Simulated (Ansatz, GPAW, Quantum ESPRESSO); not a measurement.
# Simulated XPS, UPS and emission spectra of GaCo

Aim: the valence spectrum of GaCo from He I to hard X-rays, and which orbitals make each feature.

Program: Ansatz 0.2.0, Quantum ESPRESSO 7.5 and GPAW 26.7.0. Level of theory: DFT, LDA, plane-wave PAW, default files, scalar-relativistic, in the first sound run; inputs show where later runs differ. Results are calculated unless marked as measured.

## Step 1: Set-up

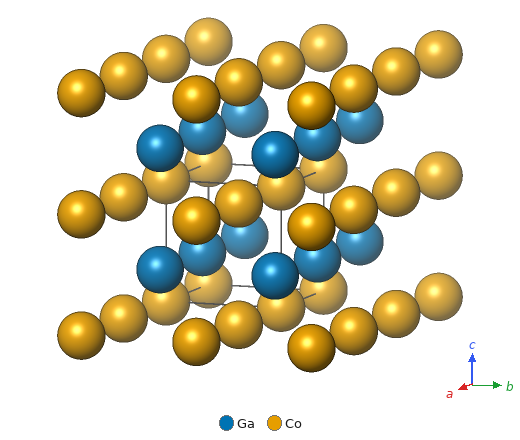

The cell as given, slightly off an axis (gallium blue, cobalt orange). 3×2×2 cells are drawn. Some periodic images of atoms are drawn too.

## Step 2: Self-consistent run, DOS and bands

The base run gives the projected DOS, from which the spectra are built. The DOS is taken on a denser mesh than the density.

Input file input.yaml:

```yaml
crystal:
  lattice:
    - [2.878, 0.0, 0.0]
    - [0.0, 2.878, 0.0]
    - [0.0, 0.0, 2.878]
  atoms:
    - { symbol: Ga, position: [0.5, 0.5, 0.5] }
    - { symbol: Co, position: [0.0, 0.0, 0.0], spin: 2.0 }
magnetization:
  spin_polarized: true
kpoints:
  mp_grid: { grid: [14, 14, 14] }
  band_path:
    path:
      - [[0.0, 0.0, 0.0], [0.0, 0.5, 0.0], [0.5, 0.5, 0.0], [0.0, 0.0, 0.0], [0.5, 0.5, 0.5], [0.0, 0.5, 0.0]]
      - [[0.5, 0.5, 0.5], [0.5, 0.5, 0.0]]
    npoints: 15
scf:
  occupations: { method: fermi_dirac, width: 0.05 }
  n_extra_bands: 8
hamiltonian:
  xc: lda
  pseudopotentials: { kind: paw }
output:
  forces: true
  stress: true
  dos:
    projected: true
    de: 0.05
    e_range: [-30, 12]
    nscf_kmesh: { grid: [22, 22, 22] }
  fatbands: true
```

Run with:

```sh
$ ansatz run input.yaml --threads 4 --pin off --max-ram 8192MiB --backend cpu --events-out ev --progress --plain --runs-dir out
```

Numbers of over 12 decimals in the logs are rounded to 6 here.

Output:

```text
scf.n_extra_bands = 8 over 15 filled bands (N_el = 30.0): the run solves 23 bands
Engine: ansatz 0.2.0, aarch64-unknown-linux-gnu
Pseudopotentials: kind: paw
Pseudopotential: Ga, paw, valence charge 13, recommended cutoff 420 eV (normal), Ga.paw.azcp
Pseudopotential: Co, paw, valence charge 17, recommended cutoff 420 eV (normal), Co.paw.azcp
Functional definition: SPW92
  exchange = slater_x
  correlation = pw_c
Crystal: 2 atoms, lattice volume = 23.838 Å³
Basis set: ecut = 420 eV, 461 PW (Γ)
Bands: 23, of which v1, the nominal top of the filled ones, is band 15 counted from 1 (14 counted from 0)
Symmetry: 48 space group operations
Space group: Pm-3m (ITA 221), of the structure as read, at distance tolerance 2.9e-5 Å
Magnetic group: BNS 221.92 (UNI 1594), of the structure as read, at distance tolerance 2.9e-5 Å
k-points: 120 of 2744
Non-local potential: Ga, projectors of the file, l = 0: 2, l = 1: 2, l = 2: 3, l = 3: 1
Non-local potential: Co, projectors of the file, l = 0: 3, l = 1: 2, l = 2: 3, l = 3: 1
PAW form: soft (Blöchl's): semilocal exchange-correlation on the pseudo side does not see the compensation charge
PAW frozen core: Ga, regenerated for the run's functional, and the local potential with it (the file was generated under x = pbe(κ = 0.804, μ = 0.219515), c = pbe(β = 0.066725))
PAW frozen core: Co, regenerated for the run's functional, and the local potential with it (the file was generated under x = pbe(κ = 0.804, μ = 0.219515), c = pbe(β = 0.066725))
PAW one-centre angular grid: Ga, 590 points (default); XC on 64 Gauss nodes
PAW one-centre angular grid: Co, 590 points (default); XC on 64 Gauss nodes
Initial density: superposition of atomic densities (chi_scale 0.1, normalization cell)
Starting moments: Σ|m| = 2 μB on 1 of 2 sites
Initial wavefunctions: pseudopotential atomic-orbital guess
Functional: x = slater, c = lda
iter 1 solved again at ethr=2.86e-3 eV; its pass at ethr=3.10e-3 eV (dr2=8.57e-1 eV) is discarded
SCF iter   1: F=—  HF=-8769.515530 eV  |F-HF|=—  |Δ(HF+E_count)|=         —  Δρ=1.91e-1 (↑1.91e-1 ↓1.29e-1)  dr2=8.57e-1  dr2_m=5.44e0  M=0.239 μB ∫|m|=0.322 μB  β_m=0.30  ethr=2.86e-3  ⟨swp⟩=1.0  Hψ=32418  notcnv=0
Mixer restart at iter 1: flushing history
preconditioner: auto → none  [metal: Δε(μ)=0.010 eV  Ē_g=17.780 eV  σ=0.050 eV  W_gap=0.05  n_scr=6 (ndim 8)  ℏωp=35.7 eV  f_vac=0.000  D(μ)=1.68/eV (n_scr^D=18)  sad-step TF]
SCF iter   2: F=—  HF=-8769.246679 eV  |F-HF|=—  |Δ(HF+E_count)|=   2.69e-1  Δρ=1.19e-1 (↑1.04e-1 ↓1.19e-1)  dr2=3.60e-1  dr2_m=2.64e0  M=0.250 μB ∫|m|=0.327 μB  β_m=0.58  ethr=2.86e-3  ⟨swp⟩=2.1  Hψ=7799  notcnv=0
SCF iter   3: F=—  HF=-8772.039677 eV  |F-HF|=—  |Δ(HF+E_count)|=    2.79e0  Δρ=1.55e-1 (↑1.55e-1 ↓7.46e-2)  dr2=7.59e0  dr2_m=3.71e-1  M=0.079 μB ∫|m|=0.130 μB  β_m=0.42  ethr=1.20e-3  ⟨swp⟩=3.7  Hψ=14415  notcnv=0  defer=302
SCF iter   4: F=—  HF=-8770.400371 eV  |F-HF|=—  |Δ(HF+E_count)|=    1.64e0  Δρ=1.90e-2 (↑5.47e-3 ↓1.90e-2)  dr2=4.40e-2  dr2_m=3.11e-2  M=0.086 μB ∫|m|=0.120 μB  β_m=0.45  ethr=1.20e-3  ⟨swp⟩=3.0  Hψ=13823  notcnv=0  defer=435
SCF iter   5: F=—  HF=-8770.428447 eV  |F-HF|=—  |Δ(HF+E_count)|=   2.81e-2  Δρ=8.89e-3 (↑1.63e-3 ↓8.89e-3)  dr2=1.51e-2  dr2_m=3.49e-3  M=0.046 μB ∫|m|=0.068 μB  β_m=0.72  ethr=1.47e-4  ⟨swp⟩=2.1  Hψ=8837  notcnv=0  defer=446
SCF iter   6: F=—  HF=-8770.427017 eV  |F-HF|=—  |Δ(HF+E_count)|=   1.43e-3  Δρ=4.54e-3 (↑2.83e-3 ↓4.54e-3)  dr2=8.71e-3  dr2_m=2.04e-4  M=-0.007 μB ∫|m|=0.007 μB  β_m=0.69  ethr=5.04e-5  ⟨swp⟩=2.1  Hψ=10615  notcnv=0  defer=446
SCF iter   7: F=—  HF=-8770.429163 eV  |F-HF|=—  |Δ(HF+E_count)|=   2.15e-3  Δρ=1.61e-3 (↑1.61e-3 ↓1.51e-3)  dr2=1.61e-3  dr2_m=3.44e-6  M=0.002 μB ∫|m|=0.003 μB  β_m=0.84  ethr=2.90e-5  ⟨swp⟩=2.1  Hψ=7518  notcnv=0  defer=442
SCF iter   8: F=—  HF=-8770.429457 eV  |F-HF|=—  |Δ(HF+E_count)|=   2.94e-4  Δρ=6.08e-4 (↑6.08e-4 ↓2.04e-4)  dr2=1.12e-4  dr2_m=9.61e-6  M=0.003 μB ∫|m|=0.004 μB  β_m=0.89  ethr=5.37e-6  ⟨swp⟩=1.9  Hψ=6355  notcnv=0  defer=442
SCF iter   9: F=—  HF=-8770.429468 eV  |F-HF|=—  |Δ(HF+E_count)|=   1.05e-5  Δρ=2.47e-4 (↑1.94e-4 ↓2.47e-4)  dr2=5.98e-7  dr2_m=1.06e-5  M=0.001 μB ∫|m|=0.002 μB  β_m=0.82  ethr=3.74e-7  ⟨swp⟩=2.0  Hψ=6753  notcnv=0  defer=442
SCF iter  10: F=—  HF=-8770.429467 eV  |F-HF|=—  |Δ(HF+E_count)|=   7.87e-7  Δρ=5.97e-5 (↑5.97e-5 ↓2.65e-5)  dr2=2.28e-7  dr2_m=3.92e-7  M=0.000 μB ∫|m|=0.000 μB  β_m=0.91  ethr=1.99e-9  ⟨swp⟩=2.2  Hψ=8963  notcnv=0  defer=442
SCF iter  11: F=—  HF=-8770.429467 eV  |F-HF|=—  |Δ(HF+E_count)|=   6.64e-8  Δρ=2.23e-5 (↑4.87e-6 ↓2.23e-5)  dr2=1.42e-7  dr2_m=1.92e-8  M=0.000 μB ∫|m|=0.000 μB  β_m=0.91  ethr=7.60e-10  ⟨swp⟩=2.0  Hψ=6962  notcnv=0  defer=442
SCF iter  12: F=—  HF=-8770.429467 eV  |F-HF|=—  |Δ(HF+E_count)|=   2.50e-8  Δρ=1.12e-5 (↑2.50e-6 ↓1.12e-5)  dr2=1.35e-8  dr2_m=9.77e-9  M=0.000 μB ∫|m|=0.000 μB  β_m=0.79  ethr=4.73e-10  ⟨swp⟩=1.6  Hψ=5791  notcnv=0  defer=442
SCF iter  13: F=—  HF=-8770.429467 eV  |F-HF|=—  |Δ(HF+E_count)|=  5.53e-10  Δρ=3.61e-6 (↑3.61e-6 ↓3.04e-6)  dr2=4.99e-11  dr2_m=2.41e-9  M=0.000 μB ∫|m|=0.000 μB  β_m=0.90  ethr=4.51e-11  ⟨swp⟩=1.8  Hψ=6139  notcnv=0  defer=442
SCF iter  14: F=—  HF=-8770.429467 eV  |F-HF|=—  |Δ(HF+E_count)|=  1.86e-10  Δρ=8.94e-7 (↑8.94e-7 ↓6.96e-7)  dr2=1.37e-11  dr2_m=1.37e-10  M=-0.000 μB ∫|m|=0.000 μB  β_m=0.93  ethr=1.00e-12  ⟨swp⟩=2.1  Hψ=8158  notcnv=0  defer=442
SCF iter  15: F=-8770.429467 eV  HF=-8770.429467 eV  |F-HF|=1.82e-12  |Δ(HF+E_count)|=  1.09e-11  Δρ=5.57e-8 (↑5.57e-8 ↓1.32e-8)  dr2=7.45e-13  dr2_m=1.23e-13  M=-0.000 μB ∫|m|=0.000 μB  ethr=1.00e-12  ⟨swp⟩=6.0  Hψ=19949  notcnv=0
SCF 1 converged in 15 iterations: F = -8770.429467 eV  dr2 = 7.45e-13
  greatest PAW one-centre occupation: 1.002 electrons in one spin orbital (limit 2), on the Co atom at site 1 (counted from 0), in its partial waves of l = 1
WARN: the starting moments were not kept: the SCF closed with an absolute magnetisation of 1.4e-6 μB, where they sum to 2 μB in size (1 site). That is at most 0.1 of that sum. Measured as dr2_m measures the in/out step, that magnetisation stands 4.7e-12 eV from none, at or under the dr2_threshold of 1.0e-7 eV: it is no larger than a step whose dr2_m would equal this threshold. The system may hold no moment; this SCF  [...]
NSCF: frozen V_eff on 92 k-points
NSCF: frozen V_eff on 364 k-points
SCF converged after 15 iterations
Magnetization: -0.0000 μB (15.0000 up, 15.0000 down)
Absolute magnetization: 0.0000 μB (∫|ρ↑−ρ↓|, with the PAW one-centre terms)
Spin contamination: 0.0000 ħ² per cell (⟨S²⟩ above its minimum at these occupations)
Per-site moments (μB) at R_I (Å): [(5.463495872114594e-8, 1.028124), (-1.295697223169159e-6, 1.028124)]
Free energy (F): -8770.429467 eV
Harris-Foulkes:  -8770.429467 eV  (|F-HF|=1.82e-12)
Internal energy: -8770.418094 eV  (E = F + TS)
E sigma→0 (E₀):  -8770.423780 eV
Entropy (-TS):   -0.011373 eV (-5.687 meV/atom)
Fermi energy:    16.503899 eV
--- Per-component energies (eV) ---
  E_band       = -225.317458
  E_kinetic    = 573.919595
  E_local      = -4491.584226  (includes V_loc(G=0)·N_el)
  E_nonlocal   = 891.800846
  E_hartree    = 1987.865645
  E_xc         = -227.336397
  E_vxc        = -264.464116  (∫ρ·V_xc dr)
  E_paw        = -3369.613785  (= ΣΔE_a)
  E_vpaw       = -910.720683  (= ΣTr[D̂ρ^β])
  E_aug_tail   = -0.000094  (compensation charges beyond the density's cutoff)
  E_ewald      = -4137.616408
  E_core_change = 2.146731  (= ΣΔE_core)
  E_smearing   = -0.011373  (= −TS)
  E_closure    = 0.000000  (closes the sum)
  Σ components = -8770.429467   (vs F -8770.429467, Δ=0.00e0)
--- Forces (eV/Å), atoms counted from 1 ---
  atom   1  Ga     0.00000000    -0.00000000     0.00000000
  atom   2  Co    -0.00000000     0.00000000    -0.00000000
  max |Σ_I F_I| component: 3.17e-29 eV/Å
--- Stress (GPa, compression-positive) ---
      -13.278872       0.000000      -0.000000
        0.000000     -13.278872       0.000000
        0.000000       0.000000     -13.278872
  P = ⅓ Tr σ = -13.2789 GPa (-132.789 kbar)
--- Band table (eV; the first three rows and the last of 240) ---
  k-point 0 ↑: bands = [... 11 lower, 13.9323, 15.7911, 15.7911, 15.7911, 21.6291, 21.6291, 21.6291, 27.6209, ... 4 higher]
  k-point 1 ↑: bands = [... 11 lower, 13.9428, 15.7242, 15.7242, 15.7914, 20.8927, 21.8014, 21.8014, 27.6378, ... 4 higher]
  k-point 2 ↑: bands = [... 11 lower, 13.9724, 15.5496, 15.5496, 15.7922, 19.4287, 22.2922, 22.2922, 27.6885, ... 4 higher]
  k-point 119 ↓: bands = [... 11 lower, 12.4122, 16.2767, 16.2767, 16.9578, 20.3822, 20.3822, 20.3822, 21.3254, ... 4 higher]
```

Elapsed: 6.2 s, on 4 threads of Arm Neoverse V2, shared host; peak memory 0.41 GiB.

The column dr2 measures how far the density is from self-consistency, as an energy; F and HF (Harris–Foulkes) agree once it is small.

Numbers from this step:

```
free energy                                    : -8770.4295 eV
energy at zero smearing                        : -8770.4238 eV
smearing term TS                               : 0.01137 eV
Fermi energy                                   : 16.50 eV
symmetry operations                            : 48
pressure                                       : -13.28 GPa
zero of energy                                 : Fermi level
share of occupied states in no projected shell : 0.0055 of the occupied states in the window
DOS at the Fermi level                         : 1.020 states/eV/cell
```

Electronic bands along the path, in eV, zero at the Fermi level; # counts the bands kept:

| point | up #4 | up #5 | up #6 | up #7 | down #4 | down #5 | down #6 | down #7 |
| --- | --- | --- | --- | --- | --- | --- | --- | --- |
| Γ | -0.71 | -0.71 | -0.71 | 5.13 | -0.71 | -0.71 | -0.71 | 5.13 |
| X | -1.74 | -1.74 | -0.70 | 0.09 | -1.74 | -1.74 | -0.70 | 0.09 |
| M | -2.48 | -1.20 | -1.20 | -0.26 | -2.48 | -1.20 | -1.20 | -0.26 |
| Γ | -0.71 | -0.71 | -0.71 | 5.13 | -0.71 | -0.71 | -0.71 | 5.13 |
| R | -0.22 | -0.22 | 0.46 | 3.88 | -0.22 | -0.22 | 0.46 | 3.88 |
| X | -1.74 | -1.74 | -0.70 | 0.09 | -1.74 | -1.74 | -0.70 | 0.09 |
| jump to R | -0.22 | -0.22 | 0.46 | 3.88 | -0.22 | -0.22 | 0.46 | 3.88 |
| M | -2.48 | -1.20 | -1.20 | -0.26 | -2.48 | -1.20 | -1.20 | -0.26 |

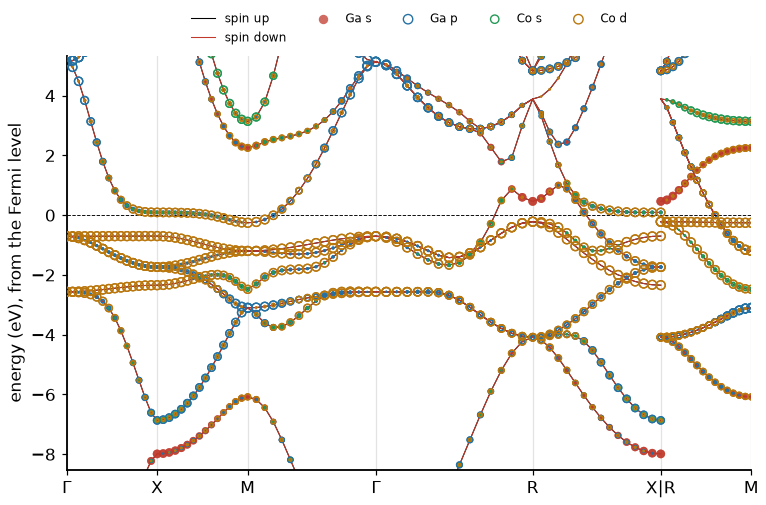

Electronic bands along the path; the two colours are the two spins; dots are coloured as in the legend, and their area grows with the weight.

The DOS has structure finer than the step of the table below, so its rows give means over 2 eV, whole bins alone (the curve runs from -16.7 to 11.9 eV). Peaks (eV: height): total -15.0: 36.4, -1.1: 6.30; Co 3d -2.6: 2.59, -1.1: 6.00, 0.1: 2.46; Ga 4p -3.8: 0.738, -3.0: 0.586, 0.1: 0.360, 5.6: 0.420; Ga 4s -15.0: 0.0376, -8.0: 0.271, 0.9: 0.129, 2.6: 0.305; Co 4s 0.1: 0.0875, 3.9: 0.151, 7.8: 0.135, 11.8: 0.121.

* holds the states left over by the projection beside any projected weight of its own. DOS against E, zero at the Fermi level; means over each step; values in states/eV/cell:

| E (eV) | total | Co 3d | Ga 4p | Ga 4s | Co 4s | Co 4p* | Ga 3d |
| --- | --- | --- | --- | --- | --- | --- | --- |
| -14 | 2.54 | 0.00501 | 0.00476 | 0.00234 | 0.00114 | 2.3e-4 | 2.53 |
| -12 | 0.0577 | 6.7e-5 | 0.0100 | 0.0257 | 0.0215 | 2.9e-4 | 8.0e-5 |
| -10 | 0.236 | 0.00338 | 0.0771 | 0.102 | 0.0498 | 0.00205 | 0.00140 |
| -8 | 0.414 | 0.0330 | 0.129 | 0.212 | 0.0309 | 0.00495 | 0.00405 |
| -6 | 0.425 | 0.104 | 0.153 | 0.136 | 0.0254 | 0.00351 | 0.00293 |
| -4 | 0.979 | 0.443 | 0.420 | 0.0545 | 0.0442 | 0.0113 | 0.00520 |
| -2 | 2.97 | 2.62 | 0.262 | 0.00938 | 0.0274 | 0.0387 | 0.0107 |
| 0 | 1.57 | 1.30 | 0.176 | 0.0352 | 0.0277 | 0.0263 | 0.00430 |
| 2 | 0.608 | 0.211 | 0.188 | 0.145 | 0.0296 | 0.0338 | 0.00130 |
| 4 | 0.757 | 0.126 | 0.270 | 0.150 | 0.128 | 0.0818 | 0.00207 |
| 6 | 0.757 | 0.0712 | 0.411 | 0.0587 | 0.109 | 0.106 | 0.00147 |
| 8 | 0.718 | 0.0375 | 0.360 | 0.0227 | 0.128 | 0.169 | 9.3e-4 |
| 10 | 0.641 | 0.0170 | 0.255 | 0.00848 | 0.0991 | 0.261 | 4.1e-4 |

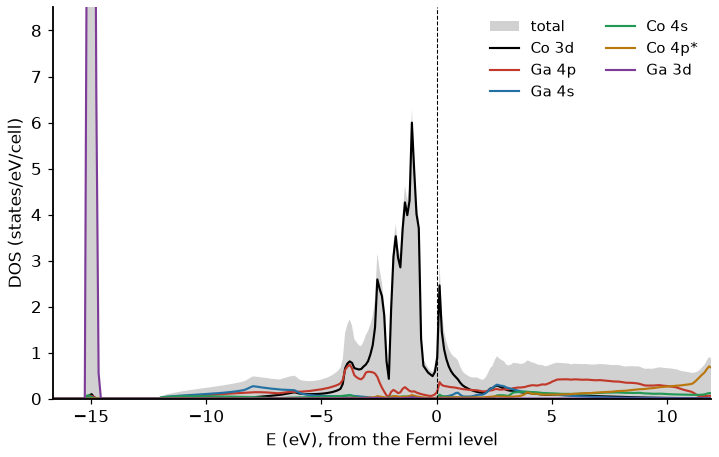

DOS against E. The peaks of deep states run off the scale.

Simulated valence spectra by photon energy, shown to 13 eV, since a deeper line would dwarf them at some energies; the 100 % can be that line's tail at the edge; this run's widths, added to any smearing of the DOS itself: Gaussian 0.3 eV, Lorentzian 0.2 eV plus 0.03 an eV of depth. Intensity against binding energy, zero at the Fermi level; values in % of the maximum within 13 eV:

| binding energy (eV) | 21.2 eV | 100 eV | 1486.7 eV | 5414.7 eV | 9251.7 eV |
| --- | --- | --- | --- | --- | --- |
| 0 | 12.0 | 10.7 | 11.5 | 12.0 | 6.65 |
| 2 | 53.3 | 49.8 | 51.4 | 47.7 | 24.0 |
| 4 | 31.9 | 13.3 | 23.1 | 64.0 | 51.1 |
| 6 | 9.72 | 3.83 | 12.5 | 67.7 | 65.4 |
| 8 | 6.82 | 2.03 | 14.3 | 97.9 | 97.9 |
| 10 | 3.72 | 1.41 | 9.55 | 53.6 | 52.2 |
| 12 | - | 2.59 | 10.1 | 20.8 | 16.8 |

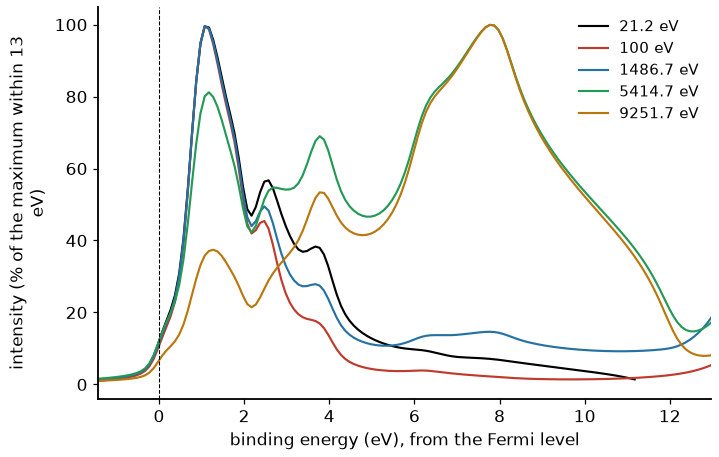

Intensity, plotted against binding energy.

Maxima picked by a test of local sharpness, so broad peaks and shoulders can be missing; peaks within 0.45 eV of a curve's cut are left out. Valence peaks, by row:

| photon energy (eV) | binding energy (eV) | height (% of the maximum within 13 eV) | main shell | its share (%) |
| --- | --- | --- | --- | --- |
| 21.2 | 3.7 | 38.38 | Ga 4p | 57.92 |
| 21.2 | 2.55 | 56.97 | Co 3d | 71.09 |
| 21.2 | 1.1 | 100 | Co 3d | 92.3 |
| 100 | 15 | 171.6 | Ga 3d | 99.66 |
| 100 | 2.45 | 45.6 | Co 3d | 98.96 |
| 100 | 1.1 | 100 | Co 3d | 99.42 |
| 1487 | 15 | 589.5 | Ga 3d | 99.74 |
| 1487 | 7.75 | 14.63 | Ga 4s | 63.57 |
| 1487 | 3.65 | 27.87 | Co 3d | 58.51 |
| 1487 | 2.5 | 49.51 | Co 3d | 86.09 |
| 1487 | 1.1 | 100 | Co 3d | 94.72 |
| 5415 | 15 | 460 | Ga 3d | 98.29 |
| 5415 | 7.8 | 100 | Ga 4s | 86.08 |
| 5415 | 3.8 | 69.05 | Ga 4p | 34.21 |
| 5415 | 2.7 | 54.77 | Co 3d | 41.16 |
| 5415 | 1.15 | 81.27 | Co 3d | 73.97 |
| 9252 | 15 | 163.7 | Ga 3d | 95.41 |
| 9252 | 7.8 | 100 | Ga 4s | 89.8 |
| 9252 | 3.8 | 53.55 | Ga 4s | 45.67 |
| 9252 | 1.25 | 37.43 | Co 3d | 50.73 |

Shapes are the site's partial DOS without matrix elements, which overweights lines from ligand s bands. The intensity by emission energy less the core level's binding energy, zero at the Fermi level; read off at these points; values in % of the unpolarised maximum:

| emission energy less the core level's binding energy (eV) | Ga K-beta valence | Ga L3-N1 | Co L-alpha |
| --- | --- | --- | --- |
| -16.0 | 2.97 | 2.29 | 0.184 |
| -15.0 | 4.24 | 4.72 | 0.571 |
| -14.0 | 4.49 | 3.98 | 0.216 |
| -13.0 | 5.63 | 6.11 | 0.187 |
| -12.0 | 8.95 | 16.1 | 0.217 |
| -11.0 | 15.3 | 33.9 | 0.285 |
| -10.0 | 23.1 | 50.0 | 0.430 |
| -9.0 | 30.6 | 69.9 | 0.733 |
| -8.0 | 36.9 | 97.0 | 1.41 |
| -7.7 | 38.5 | 99.9 | 1.73 |
| -7.0 | 42.3 | 92.7 | 2.67 |
| -6.0 | 51.1 | 66.5 | 4.03 |
| -5.0 | 68.0 | 38.4 | 5.33 |
| -4.0 | 94.0 | 30.4 | 15.1 |
| -3.5 | 99.9 | 26.2 | 21.2 |
| -3.0 | 95.6 | 18.7 | 29.7 |
| -2.0 | 65.8 | 7.40 | 58.1 |
| -1.2 | 47.5 | 6.22 | 99.1 |
| -1.0 | 43.4 | 5.51 | 95.7 |
| 0.0 | 23.9 | 3.10 | 15.5 |
| 1.0 | 12.0 | 1.64 | 3.09 |

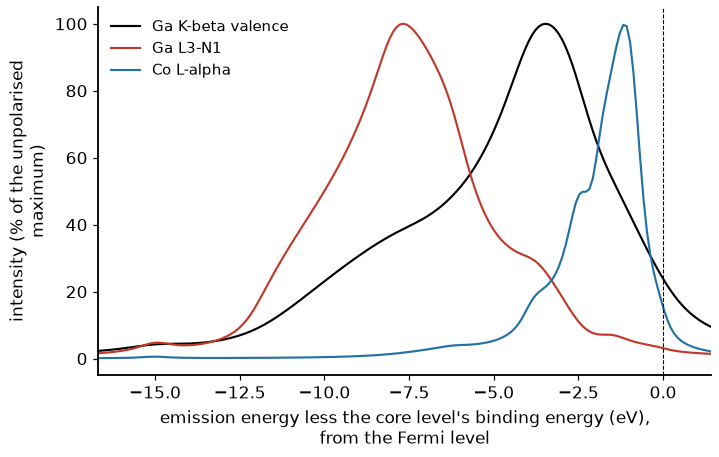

Intensity, plotted against emission energy less the core level's binding energy.

Shapes are the site's partial DOS without matrix elements, which overweights lines from ligand s bands. Emission peaks, by row:

| line | energy (eV) | height (%) |
| --- | --- | --- |
| Ga K-beta valence | -3.45 | 100 |
| Ga L3-N1 | -7.7 | 100 |
| Co L-alpha | -1.15 | 100 |

The spectra weight each projected shell by its atomic cross section (Dirac–Hartree–Slater) and angular factor, for linear light with the analyser at 0° from the polarisation. Broadening, on top of any smearing of the DOS itself: a Gaussian of 0.3 eV and a Lorentzian of 0.2 eV plus 0.03 times the binding energy (full widths), Fermi edge at 20 K. Curves are cut 10 eV under the photon energy, above any shell that the free atom's threshold puts out of reach, or at the lower edge of the window: 11.2 eV at 21.2 eV, 16.7 eV at 100 eV, 16.7 eV at 1486.7 eV, 16.7 eV at 5414.7 eV and 16.7 eV at 9251.7 eV. A star in tables and legends marks shells that hold the states left over by the projection (0.5 % of the filled ones), a stand-in for orbitals that the files don't project on. Dipole terms alone, which is rough above 3 keV; no background, satellites or final-state effects.

[end of part 1 of 7]

[Logs are printed without paths, hosts, clocks, repeated set-up lines and the standing remarks that a program may print on its own settings, such as how far it seeks lower states.]

[Hosts, paths, dates, database ids (printed as entryN), source tags and the programs' standing remarks are cut or masked in the printed files.]

[Maps of the electrostatic potential energy from Ansatz leave out the sawtooth potential of an applied field or a dipole correction, so their vacuum need not be flat; work functions include it.]

[Peak lists hold at most the 14 tallest peaks of each spectrum; further lines can be left out.]
